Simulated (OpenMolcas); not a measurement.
## Multiconfigurational calculation for W⁴⁺ complex

- system: W⁴⁺ with 6 ligands (F; octahedron, 1.97 Å), neutralised by 6 outer point charges of +0.33 e, whose field is part of the energies.
- method: state-averaged CASSCF, active space 2 electrons in the shell 5d, basis ANO-RCC-VTZP on the metal and ANO-RCC-VDZP on the ligands, DKH2 scalar Hamiltonian, spin-orbit coupling by RASSI with atomic mean-field integrals (OpenMolcas)

The program's output (extracts):
```
--- SEWARD ---
Basis set label: W.ANO-RCC...8S7P5D3F2G1H.

      Electronic valence basis set:
      ------------------
      Associated Effective Charge  74.000000 au
      Associated Actual Charge     74.000000 au
      Nuclear Model: Point charge

      Shell  nPrim  nBasis  Cartesian Spherical Contaminant
         s      24       8        X
         p      21       7        X
         d      15       5                 X
         f      11       3                 X
         g       4       2                 X
         h       2       1                 X
                  Relativistic Douglas-Kroll-Hess integrals:
                    - DKH order of Hamiltonian: 2
                    - DKH order of Properties : 0
                  Atomic mean-field integrals
--- RASSCF ---
Wave function specifications:
      -----------------------------

      Number of closed shell electrons         128
      Number of electrons in active shells       2
      Max number of holes in RAS1 space          0
      Max nr of electrons in RAS3 space          0
      Number of inactive orbitals               64
      Number of active orbitals                  5
      Number of secondary orbitals             119
      Spin quantum number                      1.0
      State symmetry                             1
Orbital specifications:
      -----------------------

      Symmetry species                           1   2
                                                ag  au
      Frozen orbitals                            0   0
      Inactive orbitals                         30  34
      Active orbitals                            5   0
      RAS1 orbitals                              0   0
      RAS2 orbitals                              5   0
      RAS3 orbitals                              0   0
      Secondary orbitals                        58  61
      Deleted orbitals                           0   0
      Number of basis functions                 93  95
      Number of CSFs                            10
      Number of root(s) required                10
      Iter CI   SX   CI       RASSCF       Energy    max ROT     max BLB   max BLB  Level Ln srch  Step   QN
          iter iter root      energy       change     param      element    value   shift minimum  type update
 Nr of preliminary CI iterations:   1
      Total energies have been shifted. Add               -16000.00 au
        1   1   15    0  -724.27623020    0.00E+00   1.06E-01*  30  33 1  3.14E-01*  0.80   0.00    SX    NO
        2   1   15    0  -725.28147894   -1.01E+00*  7.28E-02   30  33 1  1.83E-01*  0.74   0.00    SX    NO
        3   1   14    0  -725.42640208   -1.45E-01* -3.05E-02   30  33 1  8.02E-02*  0.81   0.00    SX    NO
        4   1   13    0  -725.45047668   -2.41E-02* -1.37E-02   13  38 2 -4.96E-02*  0.83   0.00    SX    NO
        5   1   13    0  -725.45656110   -6.08E-03* -1.36E-02   13  38 2  3.70E-02*  0.83   1.03    QN   YES
        6   1   12    0  -725.45947236   -2.91E-03* -3.01E-03   11  36 2  7.89E-03*  0.84   1.23    QN   YES
        7   1   11    0  -725.45969018   -2.18E-04* -2.34E-03   18  45 1 -1.34E-03*  0.84   1.25    QN   YES
        8   1   10    0  -725.45972291   -3.27E-05* -1.42E-03   11  46 2  7.55E-04*  0.84   1.40    QN   YES
        9   1    9    0  -725.45972963   -6.71E-06* -4.31E-04   30  33 1 -3.09E-04*  0.84   1.23    QN   YES
       10   1    8    0  -725.45973053   -9.00E-07* -1.61E-04   22  63 2 -1.05E-04*  0.84   1.41    QN   YES
       11   1    8    0  -725.45973073   -2.02E-07* -6.60E-05   11  46 2 -4.49E-05   0.84   1.24    QN   YES
       12   1    6    0  -725.45973075   -2.37E-08* -3.05E-05   13  38 2  1.71E-05   0.84   1.29    QN   YES
       13   1    6    0  -725.45973076   -3.38E-09  -7.84E-06   34  44 2 -6.72E-06   0.84   1.24    QN   YES
      Convergence after 13 iterations
       14   1    6    0  -725.45973076   -4.95E-10  -7.84E-06   34  44 2 -2.18E-06   0.84   1.24    QN   YES
      Natural orbitals and occupation numbers for root  1
      sym 1:   0.009613   0.990387   0.000000   0.990387   0.009613
      Natural orbitals and occupation numbers for root  2
      sym 1:   0.990391   0.990391   0.000000   0.009609   0.009609
      Natural orbitals and occupation numbers for root  3
      sym 1:   0.990388   0.009612   0.009612   0.990388  -0.000000
::    RASSCF root number  1 Total energy: -16725.59260718
::    RASSCF root number  2 Total energy: -16725.59260718
::    RASSCF root number  3 Total energy: -16725.59260718
::    RASSCF root number  4 Total energy: -16725.44229605
::    RASSCF root number  5 Total energy: -16725.44229605
::    RASSCF root number  6 Total energy: -16725.44229605
::    RASSCF root number  7 Total energy: -16725.40255818
::    RASSCF root number  8 Total energy: -16725.40255818
::    RASSCF root number  9 Total energy: -16725.40255818
::    RASSCF root number 10 Total energy: -16725.28492336
--- RASSCF ---
Wave function specifications:
      -----------------------------

      Number of closed shell electrons         128
      Number of electrons in active shells       2
      Max number of holes in RAS1 space          0
      Max nr of electrons in RAS3 space          0
      Number of inactive orbitals               64
      Number of active orbitals                  5
      Number of secondary orbitals             119
      Spin quantum number                      0.0
      State symmetry                             1
Orbital specifications:
      -----------------------

      Symmetry species                           1   2
                                                ag  au
      Frozen orbitals                            0   0
      Inactive orbitals                         30  34
      Active orbitals                            5   0
      RAS1 orbitals                              0   0
      RAS2 orbitals                              5   0
      RAS3 orbitals                              0   0
      Secondary orbitals                        58  61
      Deleted orbitals                           0   0
      Number of basis functions                 93  95
      Number of CSFs                            15
      Number of root(s) required                15
      Iter CI   SX   CI       RASSCF       Energy    max ROT     max BLB   max BLB  Level Ln srch  Step   QN
          iter iter root      energy       change     param      element    value   shift minimum  type update
 Nr of preliminary CI iterations:   1
      Total energies have been shifted. Add               -16000.00 au
        1   1   11    0  -725.41193954    0.00E+00  -7.27E-03   23  35 1 -4.36E-03*  0.84   0.00    SX    NO
        2   1   11    0  -725.41226893   -3.29E-04*  3.84E-03   23  35 1 -2.92E-03*  0.84   0.00    SX    NO
        3   1   10    0  -725.41237882   -1.10E-04*  2.42E-03   25  32 1 -1.80E-03*  0.84   0.00    SX    NO
        4   1   10    0  -725.41242149   -4.27E-05*  1.65E-03   25  32 1 -1.20E-03*  0.84   0.00    SX    NO
        5   1   10    0  -725.41243914   -1.77E-05*  2.44E-03   25  32 1 -7.60E-04*  0.84   2.50    LS   YES
        6   1    9    0  -725.41245072   -1.16E-05*  1.09E-03   18  38 2 -1.28E-03*  0.84   1.17    QN   YES
        7   1    9    0  -725.41245206   -1.34E-06*  2.35E-04   18  38 2  1.00E-03*  0.84   0.67    QN   YES
        8   1    8    0  -725.41245282   -7.55E-07* -1.68E-04   23  35 1  8.85E-05   0.84   1.19    QN   YES
        9   1    7    0  -725.41245293   -1.11E-07* -7.92E-05   19  36 2 -5.73E-05   0.84   1.47    LS   YES
       10   1    7    0  -725.41245295   -1.73E-08* -6.24E-05   18  38 2 -1.07E-04*  0.84   1.28    QN   YES
       11   1    6    0  -725.41245296   -1.26E-08* -1.46E-05   18  38 2 -2.37E-05   0.84   1.27    QN   YES
       12   1    5    0  -725.41245296   -9.46E-10  -1.58E-06   24  60 1 -4.41E-06   0.84   1.09    QN   YES
      Convergence after 12 iterations
       13   1    5    0  -725.41245296   -9.82E-11  -1.58E-06   24  60 1 -2.41E-06   0.84   1.09    QN   YES
      Natural orbitals and occupation numbers for root  1
      sym 1:   0.003705   0.981467   1.009227   0.005600   0.000000
      Natural orbitals and occupation numbers for root  2
      sym 1:   0.005352   0.984636   0.003888   1.006124   0.000000
      Natural orbitals and occupation numbers for root  3
      sym 1:   0.000000   0.006710   0.968444   1.021814   0.003032
::    RASSCF root number  1 Total energy: -16725.54658011
::    RASSCF root number  2 Total energy: -16725.54658011
::    RASSCF root number  3 Total energy: -16725.54658011
::    RASSCF root number  4 Total energy: -16725.54651893
::    RASSCF root number  5 Total energy: -16725.54651893
::    RASSCF root number  6 Total energy: -16725.48619606
::    RASSCF root number  7 Total energy: -16725.39222059
::    RASSCF root number  8 Total energy: -16725.39222059
::    RASSCF root number  9 Total energy: -16725.39222059
::    RASSCF root number 10 Total energy: -16725.38095144
::    RASSCF root number 11 Total energy: -16725.38095144
::    RASSCF root number 12 Total energy: -16725.38095144
::    RASSCF root number 13 Total energy: -16725.23455145
::    RASSCF root number 14 Total energy: -16725.23455145
::    RASSCF root number 15 Total energy: -16725.17920115
--- RASSI ---
SPIN-FREE ENERGIES:
  (Shifted by EMIN (a.u.) =     -16725.5926071778)

 SF State       Relative EMIN(au)   Rel lowest level(eV)    D:o, cm**(-1)

     1             0.0000000000        0.0000000000              0.0000
     2             0.0000000000        0.0000000000              0.0000
     3             0.0000000000        0.0000000000              0.0000
    11             0.0460270658        1.2524602664          10101.7733
    12             0.0460270658        1.2524602664          10101.7733
    13             0.0460270658        1.2524602664          10101.7733
    14             0.0460882489        1.2541251431          10115.2014
    15             0.0460882489        1.2541251431          10115.2014
    16             0.1064111214        2.8955941264          23354.5417
     4             0.1503111305        4.0901742295          32989.4800
     5             0.1503111305        4.0901742295          32989.4800
     6             0.1503111305        4.0901742295          32989.4800
     7             0.1900489992        5.1714967232          41710.9340
     8             0.1900489992        5.1714967232          41710.9340
     9             0.1900490003        5.1714967519          41710.9343
    17             0.2003865864        5.4527968003          43979.7722
    18             0.2003865864        5.4527968003          43979.7722
    19             0.2003865864        5.4527968003          43979.7722
    20             0.2116557383        5.7594460452          46453.0651
    21             0.2116557383        5.7594460452          46453.0651
    22             0.2116557383        5.7594460452          46453.0651
    10             0.3076838134        8.3725030886          67528.7915
    23             0.3580557288        9.7431927335          78584.1491
    24             0.3580557294        9.7431927509          78584.1492
    25             0.4134060275       11.2493510906          90732.1355
     Dipole printing threshold changed to   1.00000000E+00
Eigenvalues of complex Hamiltonian:
   -----------------------------------
  (Shifted by EMIN (a.u.) =     -16725.5926071778)

 SO State       Relative EMIN(au)   Rel lowest level(eV)    D:o, cm**(-1)

     1            -0.0126395258        0.0000000000              0.0000
     2            -0.0126395258        0.0000000002              0.0000
     3            -0.0114522501        0.0323074186            260.5769
     4            -0.0114522500        0.0323074190            260.5769
     5            -0.0114522501        0.0323074185            260.5769
     6             0.0059804942        0.5066765563           4086.6220
     7             0.0059804942        0.5066765560           4086.6220
     8             0.0059804942        0.5066765560           4086.6220
     9             0.0111827462        0.6482370445           5228.3844
    10             0.0446633119        1.5592896506          12576.5192
    11             0.0446633119        1.5592896497          12576.5192
    12             0.0446633119        1.5592896504          12576.5192
    13             0.0461490610        1.5997189413          12902.6034
    14             0.0461490609        1.5997189405          12902.6034
    15             0.1062237527        3.2344345809          26087.4742
    16             0.1440056937        4.2625335725          34379.6518
    17             0.1475579518        4.3591954392          35159.2823
    18             0.1475579518        4.3591954394          35159.2823
    19             0.1475579518        4.3591954382          35159.2823
    20             0.1527216413        4.4997065892          36292.5812
    21             0.1527216415        4.4997065923          36292.5812
    22             0.1527216414        4.4997065909          36292.5812
    23             0.1534007977        4.5181873762          36441.6388
    24             0.1534007978        4.5181873783          36441.6388
    25             0.1825641963        5.3117638794          42842.2650
    26             0.1856802710        5.3965565913          43526.1643
    27             0.1856802714        5.3965566027          43526.1644
    28             0.1856802715        5.3965566039          43526.1644
    29             0.1885263015        5.4740010263          44150.7958
    30             0.1885263018        5.4740010337          44150.7959
    31             0.1885263018        5.4740010346          44150.7959
    32             0.1969113441        5.7021696593          45991.0999
    33             0.1969113448        5.7021696794          45991.1001
    34             0.2074864210        5.9899321625          48312.0610
    35             0.2074864213        5.9899321705          48312.0611
    36             0.2074864213        5.9899321687          48312.0611
    37             0.2139388982        6.1655130110          49728.2161
    38             0.2139388982        6.1655130109          49728.2161
    39             0.2139388982        6.1655130107          49728.2161
    40             0.3113704223        8.8167598466          71111.9639
    41             0.3113704223        8.8167598465          71111.9639
Weights of the five most important spin-orbit-free states for each spin-orbit state.

 SO State  Total energy (au)           Spin-free states, spin, and weights
 -------------------------------------------------------------------------------------------------------
    1        -0.012640       3 1.0  0.4782    2 1.0  0.4660   14 0.0  0.0292    5 1.0  0.0103   15 0.0  0.0080
    2        -0.012640       1 1.0  0.6294    2 1.0  0.1635    3 1.0  0.1514   15 0.0  0.0292   14 0.0  0.0080
    3        -0.011452       1 1.0  0.4774    3 1.0  0.4410    2 1.0  0.0364   11 0.0  0.0298    5 1.0  0.0046
    4        -0.011452       2 1.0  0.4774    3 1.0  0.4772   12 0.0  0.0305   18 0.0  0.0049    4 1.0  0.0045
    5        -0.011452       1 1.0  0.4772    2 1.0  0.4410    3 1.0  0.0366   13 0.0  0.0298   19 0.0  0.0044
    6         0.005980       3 1.0  0.4955    2 1.0  0.4954    4 1.0  0.0031    6 1.0  0.0029   21 0.0  0.0019
    7         0.005980       1 1.0  0.4954    3 1.0  0.4947    5 1.0  0.0031    6 1.0  0.0031   22 0.0  0.0019
    8         0.005980       1 1.0  0.4955    2 1.0  0.4947    4 1.0  0.0031    5 1.0  0.0029   20 0.0  0.0019
    9         0.011183       3 1.0  0.3204    2 1.0  0.3204    1 1.0  0.3204   16 0.0  0.0319    7 1.0  0.0023
   10         0.044663      13 0.0  0.9196    1 1.0  0.0172   11 0.0  0.0171    2 1.0  0.0163    5 1.0  0.0084
   11         0.044663      12 0.0  0.9296    2 1.0  0.0172    3 1.0  0.0172    4 1.0  0.0088    6 1.0  0.0085
   12         0.044663      11 0.0  0.9198    1 1.0  0.0173    3 1.0  0.0163   13 0.0  0.0154    5 1.0  0.0088
```

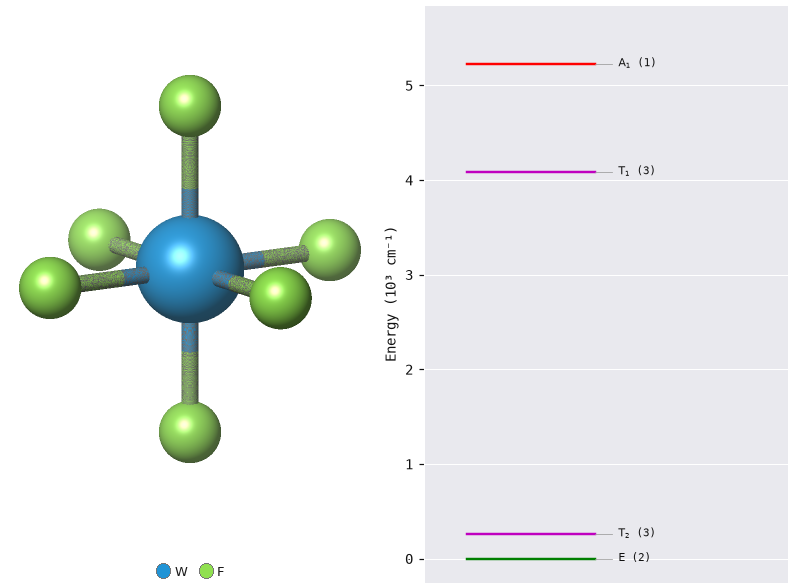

**Figure 1.** W⁴⁺ (5d²) with 6 ligands, F⁻, at 1.97 Å (arrangement: octahedron, Oh), neutralised by outer point charges of +0.33 e, and its levels. Labels give the representation in O, Td, D4 or D3 as the site allows (double group for half-integer spin) where it could be assigned and, in brackets, the degeneracy; spin-free states, where drawn, share the zero of the spin-orbit levels. The ground level is E, doubly degenerate, 96 % from states of spin multiplicity 3. Its principal g values are all close to zero. The next level lies at 261 cm⁻¹ (T₂). The active orbitals hold 77 to 89 % metal character (Löwdin), and the Mulliken charge of the metal is +2.51.

The input:
```
&GATEWAY
Coord
7

W 0.0 0.0 0.0
F 1.970000 0.000000 0.000000
F 0.000000 1.970000 0.000000
F -1.970000 0.000000 0.000000
F 0.000000 -1.970000 0.000000
F 0.000000 0.000000 1.970000
F 0.000000 0.000000 -1.970000
Basis=W.ANO-RCC-VTZP,F.ANO-RCC-VDZP
Group=XYZ
NoMove
AngMom=0.0 0.0 0.0
AMFI
RICD
XField
3 Angstrom 0
4.570000 0.000000 0.000000 0.333333
0.000000 4.570000 0.000000 0.333333
0.000000 0.000000 4.570000 0.333333
&SEWARD
&RASSCF
FileOrb=start.orb
Symmetry=1
Spin=3
nActEl=2 0 0
Inactive=30 34
Ras2=5 0
CIRoot=10 10 1
SDav=10
CIMx=300
Iter=150 100
PrWF=0.3
OrbListing=Nothing
MaxOrb=0
LevShft=1.0
>>> COPY $Project.JobIph JOB001
&RASSCF
FileOrb=start.orb
Symmetry=1
Spin=1
nActEl=2 0 0
Inactive=30 34
Ras2=5 0
CIRoot=15 15 1
SDav=15
CIMx=300
Iter=150 100
PrWF=0.3
OrbListing=Nothing
MaxOrb=0
LevShft=1.0
>>> COPY $Project.JobIph JOB002
&RASSI
NrOfJobIphs=2 10 15
1 2 3 4 5 6 7 8 9 10
1 2 3 4 5 6 7 8 9 10 11 12 13 14 15
IphNames
JOB001
JOB002
EJob
SpinOrbit
DIPRint=1.0
SOCoupling=1000.0
Subsets=2
Property=9
'ANGMOM' 1 'ANGMOM' 2 'ANGMOM' 3 'MLTPL  1' 1 'MLTPL  1' 2 'MLTPL  1' 3
'AMFI' 1 'AMFI' 2 'AMFI' 3
SOProperty=3
'ANGMOM' 1 'ANGMOM' 2 'ANGMOM' 3
```

The file start.orb holds starting orbitals from an earlier step. A driver script formed the levels outside the program, from RASSI's spin-orbit matrix and the active-space energies, averaged over the components of each term or state.

Launched with:
```bash
OMP_NUM_THREADS=1 MOLCAS_MEM=2457 MOLCAS_PROJECT=a pymolcas a.inp > a.log  # once for each step of the input, in one work folder
```

Results in brief:

```
                                 quantity                                                                 value
                                  outcome                                                             converged
      energy of the lowest spin-free term                                                  −16725.59261 hartree
    energy of the lowest spin-orbit level                                                  −16725.60525 hartree
largest spread among components of a term                                                              0.0 cm⁻¹
                                 hardware  1 thread of Arm Neoverse V1, 24 GiB of memory available, shared host
                                wall time                                                                  54 s
```

Remarks:

Without dynamic correlation the splittings between terms come out too large, often by 20 to 50 %. To bear in mind: covalent bonds, ligand orbitals missing from the active space; distances are set from ionic radii, not optimised.
